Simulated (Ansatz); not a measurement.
# SiNH2F2 (SMILES [NH][SiH](F)F) at UHF/STO-3G

Aim: the vertical electron affinity of SiNH2F2 at UHF/STO-3G, from 2 runs. 

The calculation is run with Ansatz 0.2.0.

54 further runs of the same task are left out: 54 set aside as unsound or not needed.

## 1. The molecule

SiNH2F2: 6 atoms, total charge 0, spin state doublet. SMILES: `[NH][SiH](F)F`. The coordinates come from a PBE0-D4/def2-TZVP relaxation. This is one conformer, not always the lowest.

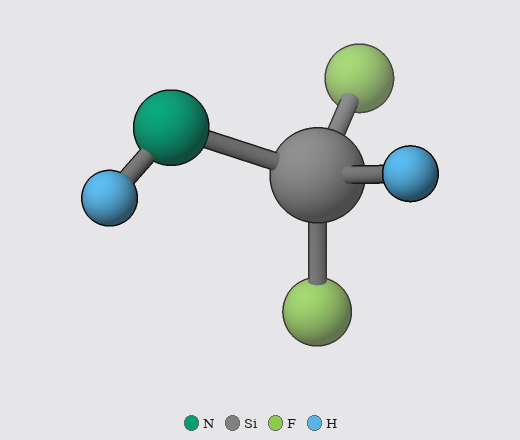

The structure, seen from a chosen angle (nitrogen teal, silicon grey, fluorine green, hydrogen blue).

## 2. The energy at UHF/STO-3G

File input.yaml:

```yaml
crystal:
  periodic: [false, false, false]
  atoms:
    - {symbol: N, position_ang: [-0.025400, 1.001700, -0.903700]}
    - {symbol: Si, position_ang: [0.188000, -0.244900, 0.273000]}
    - {symbol: F, position_ang: [1.578700, -0.941400, -0.004700]}
    - {symbol: F, position_ang: [-0.908600, -1.390200, 0.207400]}
    - {symbol: H, position_ang: [-0.977800, 1.156700, -1.236500]}
    - {symbol: H, position_ang: [0.187200, 0.354100, 1.618300]}
basis:
  gaussian:
    orbitals: STO-3G
magnetization:
  spin_polarized: true
  initial_magnetization: 1
hamiltonian:
  xc: hf
accuracy: high
output: {orbitals: {seedname: orbitals}}
```

Run with:

```bash
$ ansatz run input.yaml --threads 1 --pin off --max-ram 3480MiB --events-out events.jsonl --progress --plain --runs-dir runs
```

Standard output:

```text
Warning: RAYON_NUM_THREADS=1 ignored (pool sized by the plan → 1); use --threads N
Functional definition: HF
  name "HF"
  exchange = exact_x
  correlation = 0
516 factors; integrals over basis functions are off by at most 4.0e-8 eV
mean field evaluation 1: about -14598.6086 eV, gradient 1.7e1 eV
mean field evaluation 2: about -14598.6746 eV, gradient 1.7e1 eV
mean field evaluation 4: about -14601.3694 eV, gradient 1.2e0 eV
mean field evaluation 8: about -14601.3936 eV, gradient 2.3e-2 eV
mean field evaluation 16: about -14599.7398 eV, gradient 4.8e0 eV
mean field evaluation 32: about -14601.3579 eV, gradient 6.9e-1 eV
mean field -14601.39358522 eV, -536.5913170768 hartree, gradient 1.2e-8 eV, S^2 0.757711; 0 other end points of the search recorded, 0 dependent functions left out
reference -14601.39358522 eV, -536.5913170768 hartree; 21, 20 occupied and 5, 6 virtual orbitals, 516 factors
Total energy: -14601.39358522 eV, -536.5913170768 hartree
```

Run time: 0.2 s. Hardware: 1 thread of AMD EPYC 9R45 (Zen 5), shared host.

## 3. The singlet anion

File molecule.yaml:

```yaml
crystal:
  periodic: [false, false, false]
  atoms:
    - symbol: "N"
      position_ang: [-0.025400, 1.001700, -0.903700]
    - symbol: Si
      position_ang: [0.188000, -0.244900, 0.273000]
    - symbol: F
      position_ang: [1.578700, -0.941400, -0.004700]
    - symbol: F
      position_ang: [-0.908600, -1.390200, 0.207400]
    - symbol: H
      position_ang: [-0.977800, 1.156700, -1.236500]
    - symbol: H
      position_ang: [0.187200, 0.354100, 1.618300]
basis:
  gaussian:
    orbitals: STO-3G
total_charge: -1
hamiltonian:
  xc: hf
accuracy: high
output:
  orbitals: {seedname: orbitals}
```

Run with:

```bash
$ ansatz run molecule.yaml --threads 1 --pin off --max-ram 3480MiB --events-out events.jsonl --progress --plain --runs-dir runs
```

Standard output:

```text
Warning: RAYON_NUM_THREADS=1 ignored (pool sized by the plan → 1); use --threads N
[... 4 set-up lines as earlier in the session ...]
516 factors; integrals over basis functions are off by at most 4.0e-8 eV
mean field evaluation 1: about -14591.9040 eV, gradient 3.2e1 eV
mean field evaluation 2: about -14591.9831 eV, gradient 3.2e1 eV
mean field evaluation 4: about -14595.7102 eV, gradient 1.8e0 eV
mean field evaluation 8: about -14595.7280 eV, gradient 3.4e-2 eV
mean field -14595.72800862 eV, -536.3831109770 hartree, gradient 1.7e-8 eV, S^2 0.000000; 0 other end points of the search recorded, 0 dependent functions left out
reference -14595.72800862 eV, -536.3831109770 hartree; 21, 21 occupied and 5, 5 virtual orbitals, 516 factors
Total energy: -14595.72800862 eV, -536.3831109770 hartree
```

Run time: 0.14 s. Hardware: 1 thread of AMD EPYC 9R45 (Zen 5), shared host.

## 4. Results

Level: UHF/STO-3G.

| quantity | value |
| --- | --- |
| doublet SiNH2F2: total energy | -536.59132 Eh |
| doublet SiNH2F2: HOMO energy (highest over α and β) | -8.71 eV |
| doublet SiNH2F2: LUMO energy (lowest over α and β) | 7.78 eV |
| doublet SiNH2F2: ⟨S²⟩ | 0.758 |
| singlet anion: total energy | -536.38311 Eh |
| singlet anion: HOMO energy | 3.25 eV |
| singlet anion: LUMO energy | 20.41 eV |
| singlet anion: HOMO–LUMO gap (to an unbound level, set by the basis) | 17.16 eV |
| vertical electron affinity (to the singlet anion) | -5.666 eV |

In words: The anion lies 5.67 eV (547 kJ/mol) above the neutral: the electron isn't bound at this level, and such a value depends on the basis. Without diffuse functions anions come out too high. Hartree–Fock misses the correlation that binds many anions. In a minimal basis such a difference can be off by several eV, whatever the method. The HOMO (singlet anion) lies at positive energy, 3.25 eV: the electron is unbound at this level or held by a compact basis; values depend on the basis.
